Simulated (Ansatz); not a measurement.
## GaSb under a change: x(Zn) = 0.667, 6 atoms, P3m1

The parent structure is GaSb in the zinc blende structure (space group F-43m, No. 216; a = 6.132 Å).

The other end (x = 1) is ZnSb in the zinc blende structure (space group F-43m, No. 216; a hypothetical phase, not in the database extracts checked): 27.61 Å³/atom, gap zero; this end may not be an ambient phase.

It is then changed as follows: a fraction x = 0.667 of the Ga sites is given to Zn, ordered in a cell of 6 atoms (starting symmetry P3m1) and fully relaxed.

The values are results of DFT with r2SCAN, PAW potentials and a 500 eV plane-wave cutoff in Ansatz (a quantum-chemistry and plane-wave program), no SOC, not measurements. Settings: 13×13×5 k-points, 0.05 eV Fermi–Dirac smearing, for the changed cell.

The volume per atom shrinks by 0.84 Å³, from 28.83 Å³ to 27.99 Å³ and the density goes up by 0.080 g/cm³ to 5.60 g/cm³. The shortest interatomic distance falls by 0.059 Å to 2.596 Å and the band gap becomes zero (base: 0.41 eV). The mixing energy amounts to 0.00 eV/atom (to 0.01 eV only: unlike meshes or grids) (against an end that may be hypothetical) and the mean first-shell distances is Ga–Sb 2.632 Å (end compound 2.655 Å), Zn–Sb 2.632 Å (end compound 2.617 Å).

Final structure:

```
CELL_PARAMETERS angstrom
      4.23809     0.00000     0.00000
     -2.11905     3.67030     0.00000
      0.00000     0.00000    10.79570
ATOMIC_POSITIONS crystal
  Sb 0.00000 0.00000 0.75293
  Sb 0.33333 0.66667 0.41944
  Sb 0.66667 0.33333 0.08917
  Zn 0.00000 0.00000 0.99588
  Ga 0.33333 0.66667 0.66292
  Zn 0.66667 0.33333 0.32966
```

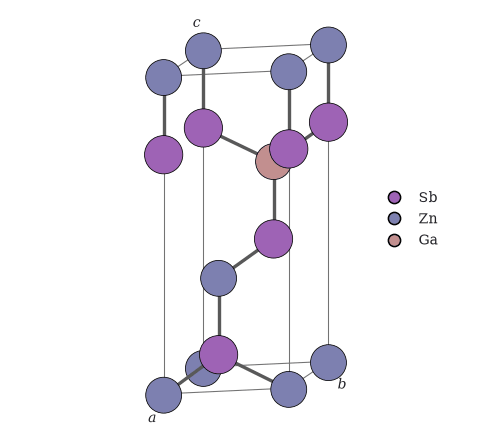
The relaxed conventional cell after the change

Each cell is one ordered arrangement of few atoms, which overstates ordering effects compared with a random alloy. With Sb present, leaving out spin-orbit coupling can change the band edges. Whether these cells are dynamically stable was not tested. All final runs are without spin polarisation. An odd electron count without spin: ZnSb.
